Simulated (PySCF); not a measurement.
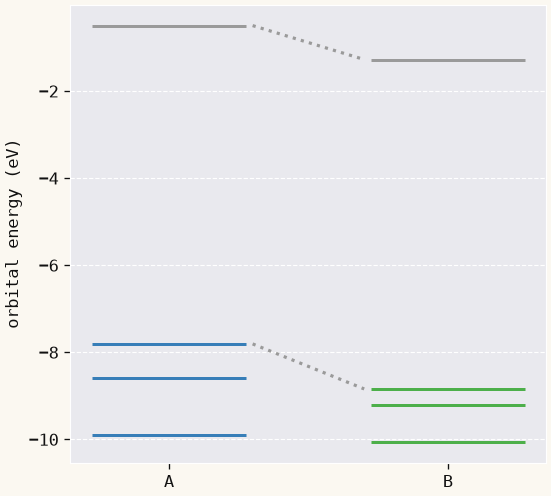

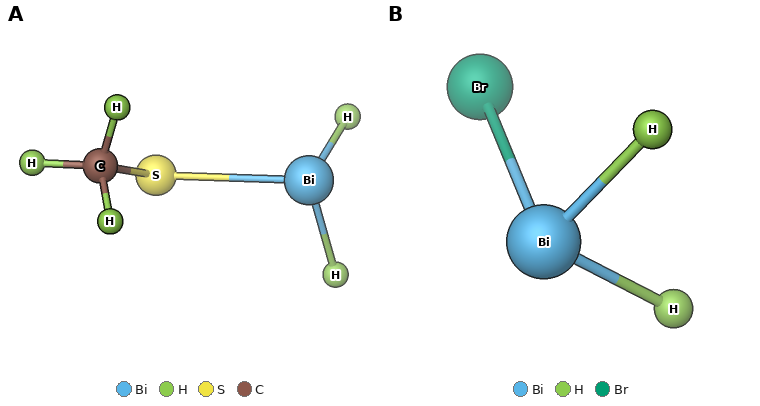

Related molecules: A is CH₅BiS (BiH2(SMe)), SMILES [H][Bi]([H])[S]C, singlet; B is BiH₂Br, SMILES [H][Bi]([H])[Br], singlet. Frontier orbital energies, CAM-B3LYP/def2-SVPD with PySCF, at a PBE0-D3(BJ)/def2-SVP geometry (no frequency check); drawn are at most three filled levels and, in grey, the LUMO with any level within 0.03 eV of it; dotted lines join the HOMOs and the LUMOs.

What does the change do to the frontier levels?

From A to B the HOMO falls by 1.03 eV and the LUMO falls by 0.78 eV, so the separation goes from 7.31 to 7.57 eV.

Does the ΔSCF ionisation energy follow the HOMO?

A: −ε(HOMO) 7.81, ΔSCF 8.53 eV; B: −ε(HOMO) 8.84, ΔSCF 9.85 eV.

Caveats, for all or some of the runs: effective core potentials, which hold scalar relativity, on atoms heavier than Kr; spin-orbit coupling is left out, and with Bi it can shift these levels and split any degenerate set; spin-orbit coupling is left out, and with Br and Bi it can shift these levels and split any degenerate set.
